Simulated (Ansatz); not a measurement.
```xyz
9

W    -0.0226    0.3475   -0.3322
Cl    0.6441    0.1123    3.1895
H     1.1863   -0.5492    0.4054
F    -0.9846    1.4662    0.7660
F    -1.6248   -0.0840   -1.2521
H    -0.4715   -1.0826    0.4177
F     0.7239   -0.0062   -1.9739
Br    1.9549    1.9047    0.1276
H     1.4108    1.0905    2.6983
```

Core potentials replace the inner electrons of W; not at a stationary point (largest force 1.1 eV/Å).

Computed with RKS B3LYP-D4/def2-SVP (Ansatz).

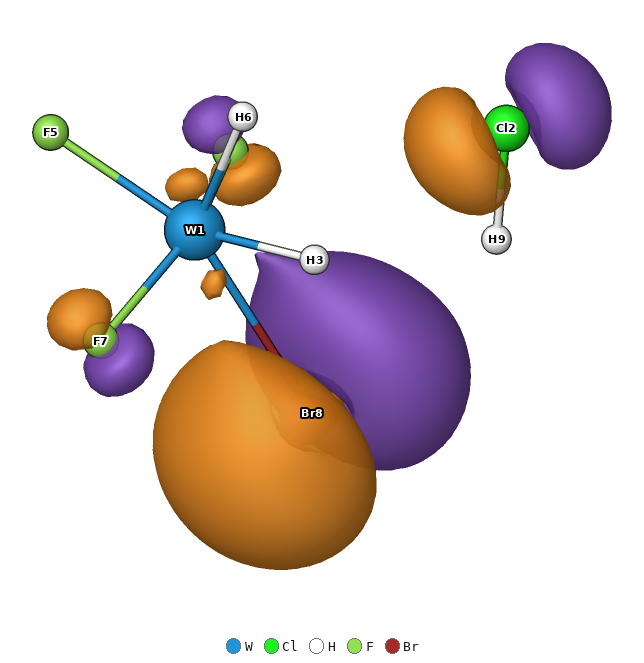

BrF3H2W···HCl. The HOMO−1 at ±0.1 Å⁻³ᐟ² (orange and purple are the two phases), seen at a tilt.

Q: Where does this orbital lie, and at what energy?

A: By Hirshfeld shares it lies mainly on Br8 (about 80 %) and Cl2 (about 10 %); largely a lone pair of Br8. Its energy is −8.58 eV.
